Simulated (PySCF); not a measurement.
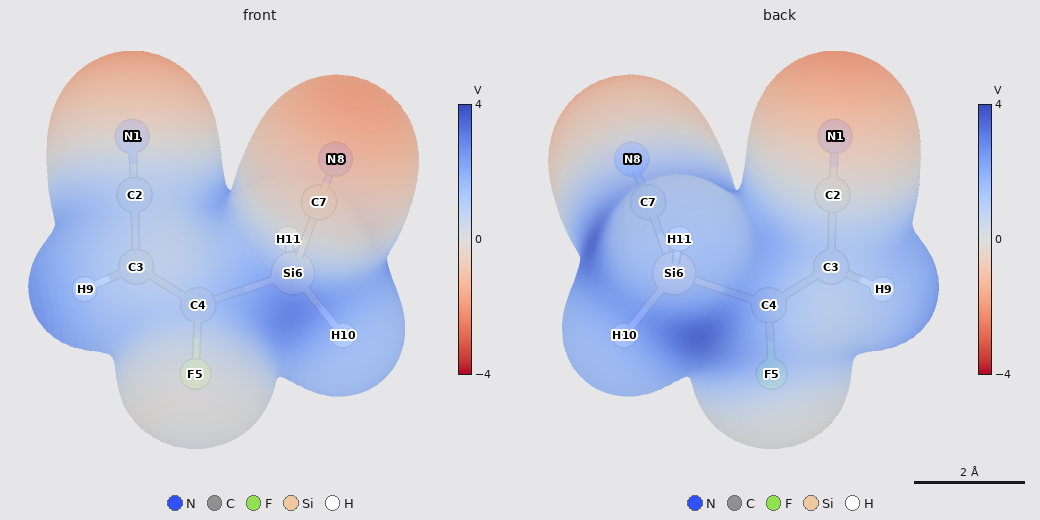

The picture shows: C4H3FN2Si (SMILES N#C/C=C(/F)[SiH2]C#N). The electrostatic potential painted on the density surface at 0.004 e/bohr³, seen from the front and from behind; red is negative and blue positive.

Geometry: GFN2-xTB.

These are results of PBE0/pcSseg-1, SCF density, gas phase, non-relativistic (PySCF 2.14.0), not measurements.

```yaml
atoms:
  - { symbol: N, position_ang: [1.0429, -2.4036, -1.0357] }
  - { symbol: C, position_ang: [1.2900, -1.3623, -0.6241] }
  - { symbol: C, position_ang: [1.6156, -0.0877, -0.1330] }
  - { symbol: C, position_ang: [0.6727, 0.8392, 0.0585] }
  - { symbol: F, position_ang: [1.0618, 2.0432, 0.5235] }
  - { symbol: Si, position_ang: [-1.2001, 0.6599, -0.2543] }
  - { symbol: C, position_ang: [-1.7688, -0.5397, 1.0603] }
  - { symbol: N, position_ang: [-2.1245, -1.2645, 1.8718] }
  - { symbol: H, position_ang: [2.6614, 0.1010, 0.0753] }
  - { symbol: H, position_ang: [-1.8181, 1.9584, -0.0044] }
  - { symbol: H, position_ang: [-1.4275, 0.0588, -1.5639] }
```

Where is the surface potential most negative and most positive?

Answer. The most negative region (about −1.8 V) lies over N1 and N8, the most positive (about +3.3 V) over Si6.

How polar is the molecule by this calculation?

Answer. Its dipole moment is 4.75 D.
